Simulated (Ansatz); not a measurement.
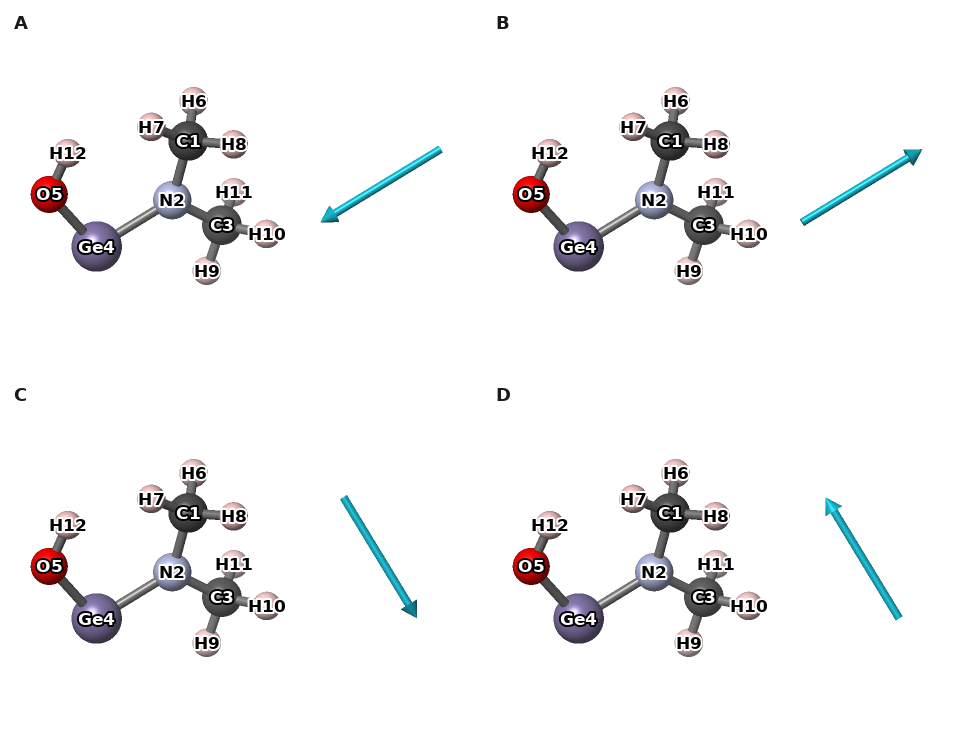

The same molecule four times, each with an arrow. The geometry was computed by an optimisation with PBE-D4/def2-SVP. No frequency run is at hand to confirm it as a minimum. Properties computed with RKS PBE-D4/def2-SVP (Ansatz 0.2.0).

Which arrow points along the dipole moment, from the negative to the positive end?

B. The dipole moment is 2.73 D; it points from the side of O5 to the side of H6, H8, H11 (the outermost atoms at the two ends).
